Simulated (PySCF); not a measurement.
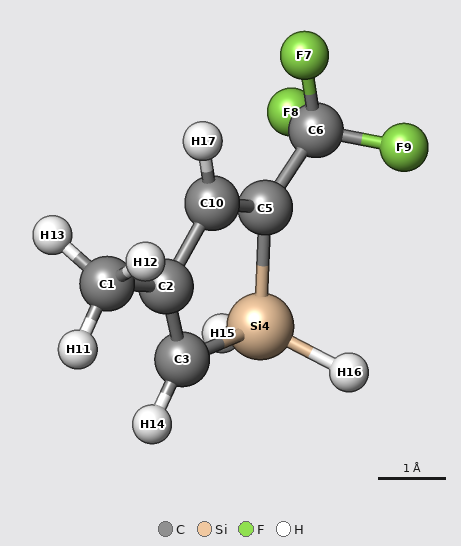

Fig. 1: The structure (ball-and-stick view, seen at a tilt; atoms are numbered from 1 in the order of the input). Bond lengths as drawn: C–C 1.35 to 1.49 Å, C–F 1.34 Å, C–H 1.09 to 1.10 Å, C–Si 1.87 to 1.88 Å and H–Si 1.49 Å.

# C$_{6}$H$_{7}$F$_{3}$Si: a changed input and its effect

System: C$_{6}$H$_{7}$F$_{3}$Si, SMILES CC1=C[SiH2]C(C(F)(F)F)=C1.
Method of the first run: GIAO PBE0/pcSseg-1 NMR shielding, non-relativistic, IEF-PCM benzene (PySCF 2.14.0).

The geometry comes from this level: PBE0-D3(BJ)/def2-SVP. Text and figures count atoms from 1; the logs count them from 0 in places.

### The input, the first run
```
{"job": {"kind": "nmr", "xc": "PBE0", "basis": "pcSseg-1", "solvent": "benzene", "pop": true}, "charge": 0, "multiplicity": 1}
C     -2.648835     0.201200    -0.256773
C     -1.244381    -0.206424     0.050562
C     -0.869354    -1.320262     0.723072
Si     0.993863    -1.342808     0.835991
C      1.123376     0.281802    -0.105963
C      2.335911     1.050712    -0.485195
F      2.052872     2.180407    -1.144022
F      3.144514     0.325760    -1.269786
F      3.051124     1.390898     0.596780
C     -0.132055     0.668266    -0.402461
H     -3.376118    -0.518058     0.142099
H     -2.868932     1.193545     0.170680
H     -2.802108     0.285208    -1.345576
H     -1.603094    -2.031993     1.108090
H      1.645923    -2.479401     0.121056
H      1.534032    -1.260361     2.224788
H     -0.349152     1.589717    -0.954674
```

The first line tells a small driver script what to run in PySCF; the rest is the geometry in Å.

Launched with:
```bash
OMP_NUM_THREADS=1 python <driver script> task.json out
```

Hardware: 1 CPU thread, shared host.

### Output (the first run)
```
coarse grid: 15744 points
cycle   1  E = -820.8921948581  dE =  1.512e+00  |g| = 9.099e-01  |ddm| = 3.934e+00
cycle   2  E = -820.7671178836  dE =  1.251e-01  |g| = 1.293e+00  |ddm| = 1.250e+00
cycle   3  E = -821.0381692338  dE = -2.711e-01  |g| = 1.082e-01  |ddm| = 7.759e-01
cycle   4  E = -821.0401113383  dE = -1.942e-03  |g| = 6.262e-02  |ddm| = 1.393e-01
cycle   5  E = -821.0410675106  dE = -9.562e-04  |g| = 1.451e-02  |ddm| = 5.832e-02
cycle   6  E = -821.0411145970  dE = -4.709e-05  |g| = 2.944e-03  |ddm| = 1.448e-02
cycle   7  E = -821.0411166519  dE = -2.055e-06  |g| = 9.926e-04  |ddm| = 3.996e-03
final grid: 151592 points
cycle   8  E = -821.1197589265  dE = -4.650e-05  |g| = 7.836e-03  |ddm| = 3.419e-02
cycle   9  E = -821.1197490195  dE =  9.907e-06  |g| = 1.038e-02  |ddm| = 1.679e-02
cycle  10  E = -821.1197739048  dE = -2.489e-05  |g| = 1.407e-03  |ddm| = 9.882e-03
cycle  11  E = -821.1197743389  dE = -4.342e-07  |g| = 4.136e-04  |ddm| = 1.446e-03
cycle  12  E = -821.1197743776  dE = -3.862e-08  |g| = 1.327e-04  |ddm| = 4.114e-04
cycle  13  E = -821.1197743806  dE = -2.995e-09  |g| = 2.864e-05  |ddm| = 1.048e-04
cycle  14  E = -821.1197743807  dE = -1.603e-10  |g| = 9.712e-06  |ddm| = 3.567e-05
converged SCF energy = -821.1197743807

GIAO shielding tensors (ppm)
atom      isotropic    diamagn.    paramagn.     s11        s22        s33       span
  0 C      159.784     244.390     -84.607    147.011    147.463    184.877     37.865
  1 C       16.834     262.890    -246.056   -107.576     22.744    135.334    242.910
  2 C       53.271     258.594    -205.323    -52.249     57.777    154.285    206.534
  3 Si     390.594     881.933    -491.339    319.005    398.556    454.219    135.213
  4 C       45.693     267.592    -221.899    -51.710     47.376    141.412    193.122
  5 C       54.700     242.159    -187.459     49.950     53.540     60.612     10.662
  6 F      269.401     474.944    -205.543    185.478    268.412    354.312    168.835
  7 F      245.198     471.595    -226.397    165.005    239.498    331.091    166.086
  8 F      244.696     471.639    -226.943    164.409    238.054    331.625    167.216
  9 C       23.737     254.617    -230.881    -87.304     28.086    130.428    217.731
 10 H       29.031      27.999       1.032     24.833     28.359     33.901      9.068
 11 H       29.015      27.875       1.140     25.285     27.321     34.438      9.153
 12 H       29.001      27.819       1.182     25.305     27.243     34.456      9.151
 13 H       25.015      31.866      -6.850     23.777     24.199     27.069      3.291
 14 H       26.467      28.372      -1.905     23.020     24.996     31.384      8.364
 15 H       26.473      28.378      -1.905     23.009     25.007     31.403      8.394
 16 H       23.941      34.106     -10.165     20.382     21.999     29.441      9.060
```

The input of the second run differs as follows (lines with − go, lines with + come):
```diff
-"solvent": "benzene"
-"pop": true
+"solvent": "cyclohexane"
+"pop": false
```

How does the second run compare with the first run?

The total energy of the second run is 0.17 kcal/mol higher: the change of the electrostatic solvation energy at this fixed geometry, without cavity or dispersion terms. The dipole moment goes from 3.63 to 3.59 D. Of all shieldings, the largest change is that of C10, by +0.2 ppm. The number of SCF iterations is the same.

### Output (the second run)
```
coarse grid: 15744 points
cycle   1  E = -820.8917693135  dE =  1.512e+00  |g| = 9.104e-01  |ddm| = 3.934e+00
cycle   2  E = -820.7659968705  dE =  1.258e-01  |g| = 1.295e+00  |ddm| = 1.252e+00
cycle   3  E = -821.0378289595  dE = -2.718e-01  |g| = 1.091e-01  |ddm| = 7.793e-01
cycle   4  E = -821.0398153430  dE = -1.986e-03  |g| = 6.316e-02  |ddm| = 1.416e-01
cycle   5  E = -821.0407902473  dE = -9.749e-04  |g| = 1.463e-02  |ddm| = 5.900e-02
cycle   6  E = -821.0408379494  dE = -4.770e-05  |g| = 2.989e-03  |ddm| = 1.463e-02
cycle   7  E = -821.0408400706  dE = -2.121e-06  |g| = 1.021e-03  |ddm| = 4.102e-03
final grid: 151592 points
cycle   8  E = -821.1194829777  dE = -4.638e-05  |g| = 7.867e-03  |ddm| = 3.418e-02
cycle   9  E = -821.1194725758  dE =  1.040e-05  |g| = 1.048e-02  |ddm| = 1.698e-02
cycle  10  E = -821.1194980552  dE = -2.548e-05  |g| = 1.446e-03  |ddm| = 1.008e-02
cycle  11  E = -821.1194985195  dE = -4.644e-07  |g| = 4.178e-04  |ddm| = 1.493e-03
cycle  12  E = -821.1194985587  dE = -3.919e-08  |g| = 1.332e-04  |ddm| = 4.141e-04
cycle  13  E = -821.1194985617  dE = -2.978e-09  |g| = 2.906e-05  |ddm| = 1.050e-04
cycle  14  E = -821.1194985619  dE = -1.683e-10  |g| = 1.015e-05  |ddm| = 3.686e-05
converged SCF energy = -821.1194985619

GIAO shielding tensors (ppm)
atom      isotropic    diamagn.    paramagn.     s11        s22        s33       span
  0 C      159.762     244.395     -84.633    146.942    147.498    184.846     37.903
  1 C       16.960     262.896    -245.936   -107.384     22.902    135.361    242.744
  2 C       53.285     258.589    -205.304    -52.256     57.858    154.253    206.509
  3 Si     390.584     881.935    -491.351    319.061    398.466    454.224    135.164
  4 C       45.500     267.560    -222.060    -51.987     47.066    141.421    193.407
  5 C       54.737     242.109    -187.371     50.069     53.445     60.699     10.630
  6 F      269.337     474.930    -205.593    185.440    268.280    354.291    168.852
  7 F      245.039     471.572    -226.534    164.844    239.340    330.933    166.089
  8 F      244.536     471.617    -227.081    164.247    237.894    331.467    167.220
  9 C       23.934     254.640    -230.707    -87.039     28.473    130.367    217.406
 10 H       29.039      28.012       1.027     24.844     28.368     33.904      9.060
 11 H       29.023      27.890       1.133     25.296     27.331     34.442      9.145
 12 H       29.010      27.834       1.175     25.316     27.253     34.460      9.144
 13 H       25.031      31.877      -6.847     23.784     24.223     27.085      3.302
 14 H       26.467      28.371      -1.904     23.022     24.996     31.385      8.363
 15 H       26.473      28.377      -1.904     23.010     25.007     31.403      8.393
 16 H       23.958      34.118     -10.161     20.402     22.023     29.449      9.047
```

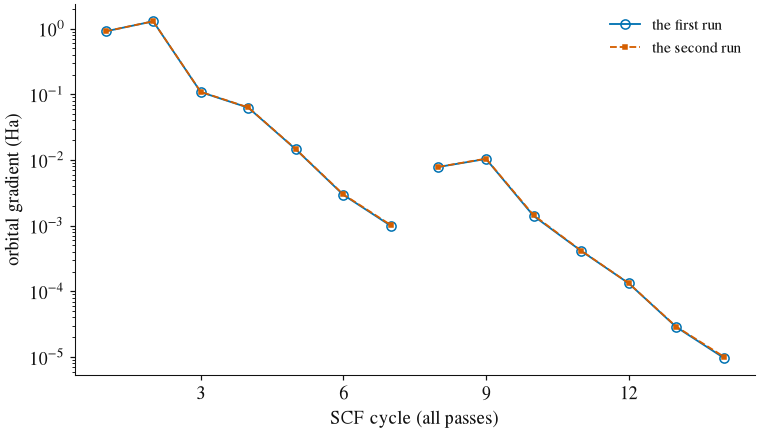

Fig. 2: Convergence of the two runs: orbital gradient against the SCF cycle. A break in a curve parts two SCF passes (coarse and final grid). The first run takes 14 cycles in all, and the second run takes 14.

### The two runs side by side

| quantity | the first run | the second run |
| --- | --- | --- |
| outcome | converged | converged |
| total energy (hartree) | −821.119774 | −821.119499 |
| HOMO (eV) | −7.14 | −7.15 |
| LUMO (eV) | −1.92 | −1.93 |
| dipole moment (D) | 3.63 | 3.59 |
| shielding of C2 (ppm) | 16.8 | 17.0 |
| shielding of C5 (ppm) | 45.7 | 45.5 |
| shielding of C6 (ppm) | 54.7 | 54.7 |
| shielding of F7 (ppm) | 269.4 | 269.3 |
| shielding of F8 (ppm) | 245.2 | 245.0 |
| shielding of F9 (ppm) | 244.7 | 244.5 |
| shielding of C10 (ppm) | 23.7 | 23.9 |
| SCF iterations | 14 | 14 |
| basis functions | 212 | 212 |
| wall time (shared host) | 80 s | 75 s |
